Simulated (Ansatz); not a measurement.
C$_{3}$H$_{4}$AlF

Input file:

```
crystal:
  periodic: [false, false, false]
  atoms:
    - {symbol: F, position_ang: [0.821260, 1.103665, -1.886719]}
    - {symbol: C, position_ang: [0.933234, 0.031945, -1.017958]}
    - {symbol: C, position_ang: [-0.092256, 0.067732, 0.040244]}
    - {symbol: C, position_ang: [-0.321398, -0.800087, 1.074570]}
    - {symbol: Al, position_ang: [-1.530776, 0.596766, 1.089405]}
    - {symbol: H, position_ang: [1.938599, 0.064825, -0.582109]}
    - {symbol: H, position_ang: [0.843222, -0.884756, -1.612370]}
    - {symbol: H, position_ang: [0.230895, -1.708446, 1.314065]}
    - {symbol: H, position_ang: [-2.734379, 1.481955, 1.563671]}
basis:
  gaussian: {orbitals: def2-TZVPP}
hamiltonian: {xc: pbe0, dispersion: d4}
output: {orbitals: {seedname: orbitals}}
```

Command:

```sh
ansatz run in.yaml --threads 2 --pin off --events-out ev --progress --plain --max-ram 4352MiB
```

Geometry: PBE0-D4/def2-TZVP.

Theory: Ansatz 0.2.0, RKS PBE0-D4/def2-TZVPP.

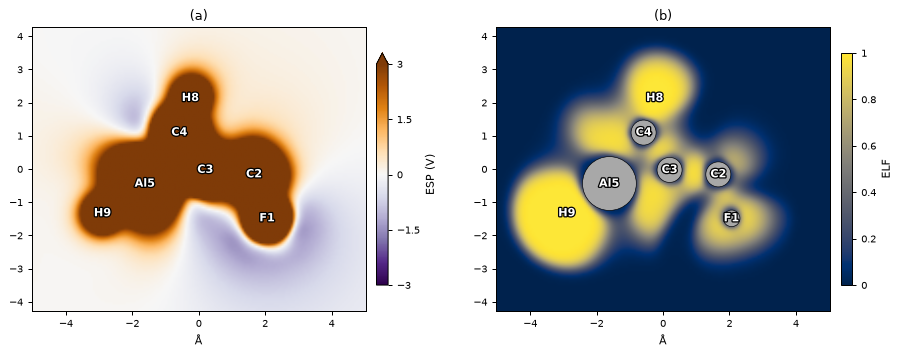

Figure 1. (a) molecular electrostatic potential; (b) ELF on the plane of atoms C4, Al5 and H9. Grey discs cover the atomic cores in the ELF map.

Question: Interpret the plot.

Answer: The section cuts through F, C, Al and H sites.
C–C (1.37 Å): the ELF peaks at about 0.90 between the atoms: a covalent bond.
C–F (1.38 Å): the ELF peaks at about 0.85 between the atoms; a shared but strongly polarised pair.
C–Al (1.85 Å): the ELF peaks at about 0.75 in the valence shell of C, 0.7 Å from its nucleus, and is about 0.50 at the midpoint.
C–H (1.09 Å): the ELF climbs to about 1 towards the hydrogen, as it does in any bond to H; an ordinary covalent bond to hydrogen.
C–C (1.47 Å): the ELF peaks at about 0.95 between the atoms: a shared electron pair.
The ELF also peaks beside F1, away from the bonds: lone-pair regions.
Outside the dense part of the molecule the potential is most negative (−1.4 V) near F1.

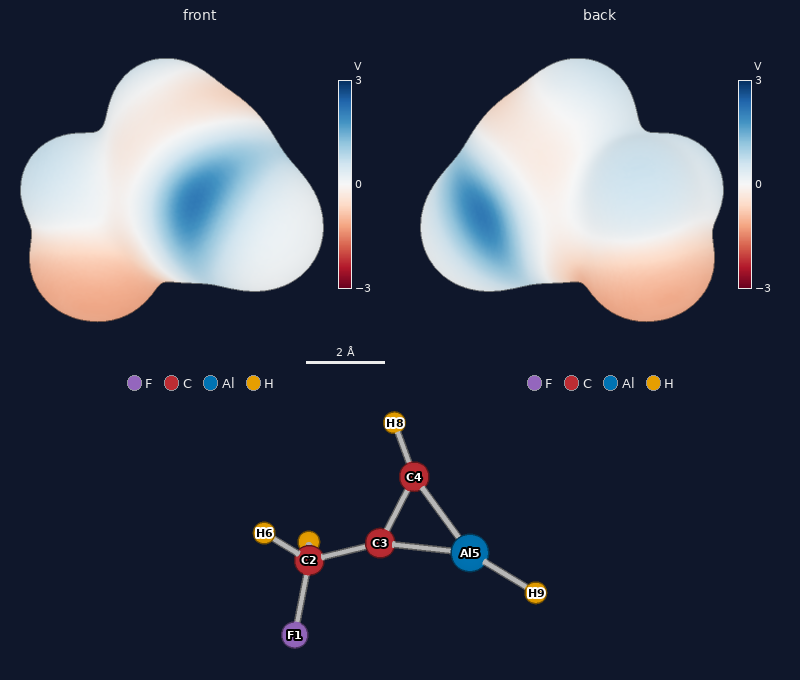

Figure 2. The electrostatic potential painted on the density surface at 0.001 e/bohr³, seen from the front and from behind; the colour scale runs from red (negative) to blue (positive). The bare structure is drawn below in the same view.

Question: Where is the surface potential most negative and most positive?

Answer: The most negative region (about −1.1 V) lies over F1, the most positive (about +2.1 V) over Al5.

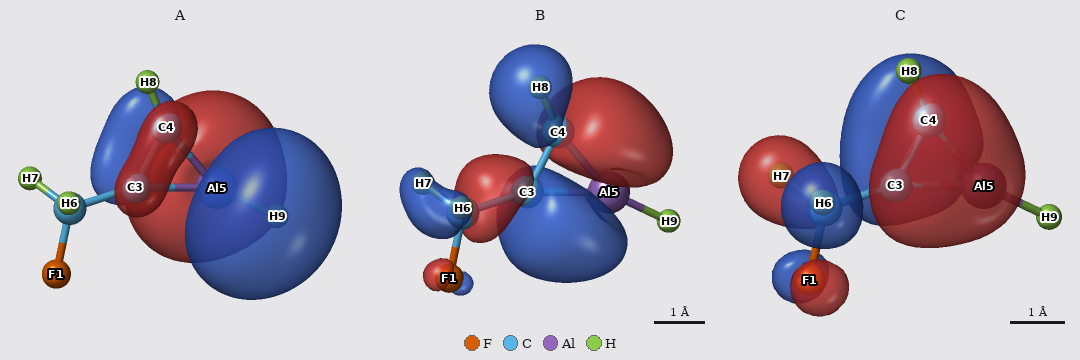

Figure 3. Three frontier orbitals at ±0.08 Å⁻³ᐟ² (red and blue are the two phases), in no order.

Question: Order the three orbitals by energy and name them.

Answer: C is the HOMO−1 (−7.97 eV). By Hirshfeld shares it lies mainly on C4 (about 35 %), C3 (about 30 %), Al5 (about 15 %) and C2 (about 10 %); π-bonding across C4–C3. B is the HOMO (−6.70 eV). By Hirshfeld shares it lies mainly on C4 (about 30 %), C3 (about 25 %), Al5 (about 25 %), C2 (about 10 %) and H8 (about 5 %). A is the LUMO (−0.83 eV). It lies mainly on Al5 (about 80 %), H9 (about 10 %) and C4 (about 5 %).

Question: What is the HOMO–LUMO gap?

Answer: 5.87 eV between the orbital energies.
